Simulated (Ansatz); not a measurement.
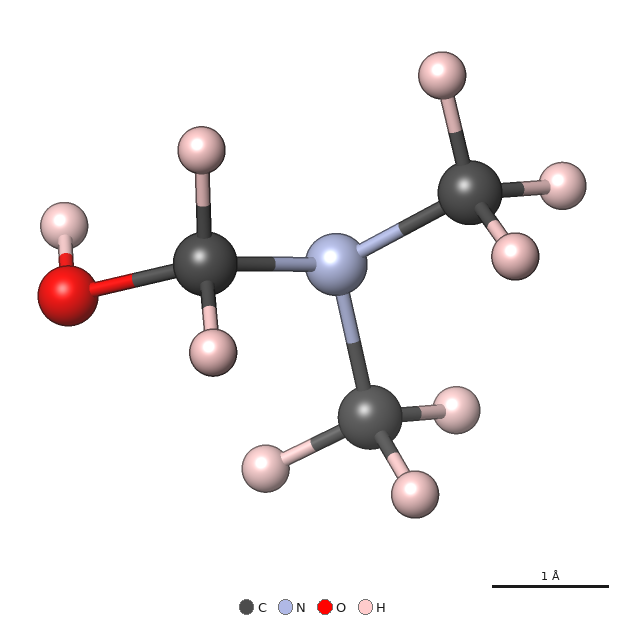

A ball-and-stick model of a molecule.

Computed geometry: PBE0-D4/def2-TZVP optimisation.

Describe the molecule.

Formula C3H9NO. SMILES: `CN(C)CO`. It has no ring. Among its groups: alcohol, tertiary amine. Coordination: 3 C tetrahedral; 1 N trigonal pyramidal; 1 O bent.

More results for the same structure follow; atom numbers are the same in all pictures, views and colours differ.

Shape

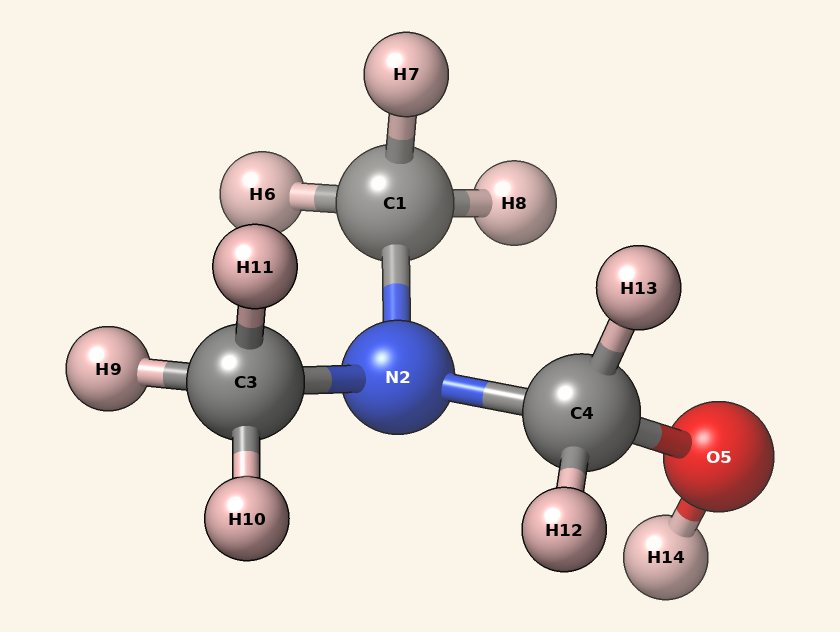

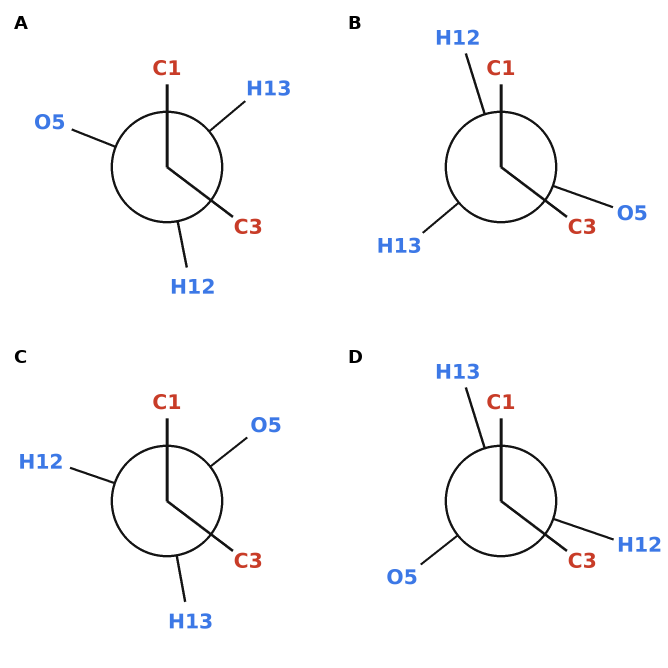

Distant atoms are faded towards the background colour. Bonds that would overlap in a projection are set slightly apart.

Which Newman projection shows the view along N2–C4, with N2 in front?

A. The torsion angle C1–N2–C4–O5 is −68°, synclinal (gauche).

Electronic properties

Level of theory: RKS CAM-B3LYP-D4/def2-TZVPP (Ansatz 0.2.0).

Computed properties:

- HOMO energy (Kohn–Sham orbital): −7.91 eV
- LUMO energy (Kohn–Sham orbital): 1.97 eV
- HOMO–LUMO gap: 9.88 eV
- dispersion correction: −19.5 kJ/mol

Dipole moment

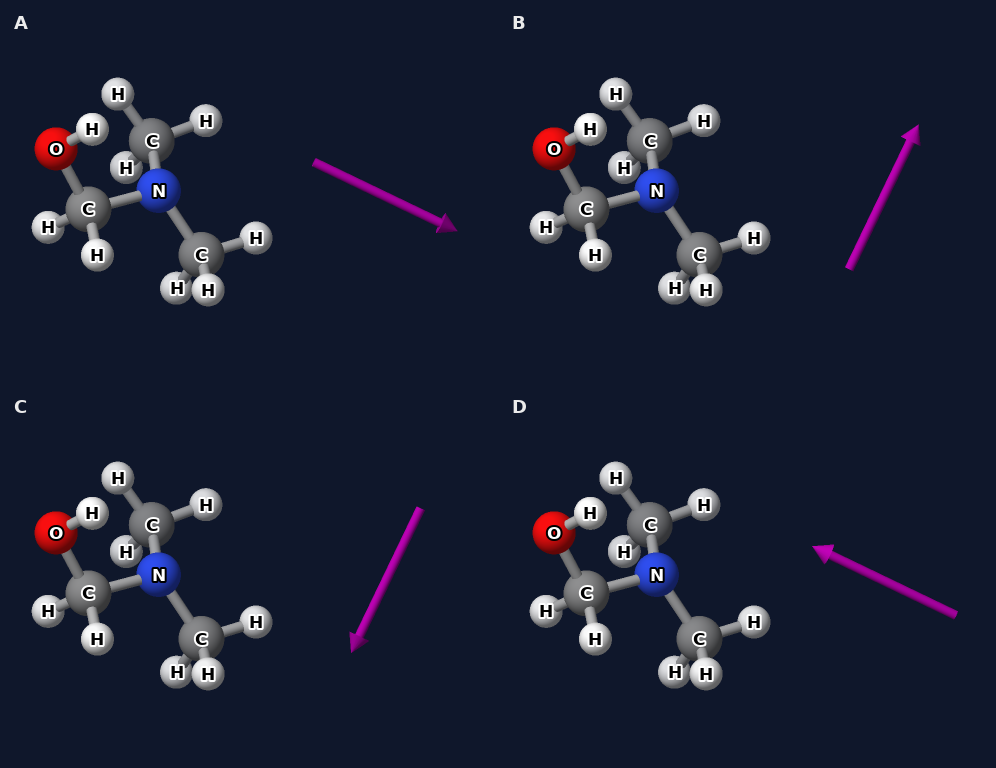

The same molecule four times, each with an arrow. Method: RKS r2SCAN-D4/def2-TZVPP (Ansatz 0.2.0).

Which arrow points along the dipole moment, from the negative to the positive end?

A. The dipole moment is 1.52 D.

Vibrations

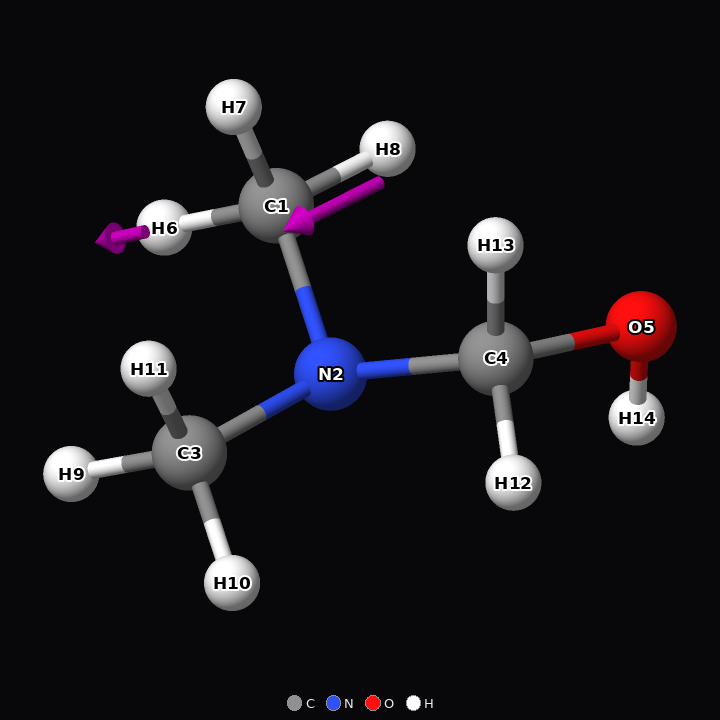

The arrows show one normal mode. Harmonic vibrations computed with RKS PBE0-D4/def2-TZVP (Ansatz 0.2.0) at a stationary point of the same level.

What kind of motion is it?

Mostly out-of-phase stretching of 2 C–H bonds.

Estimate its harmonic wavenumber.

3148 cm⁻¹; it is mode 35 of 36 counted from the lowest.
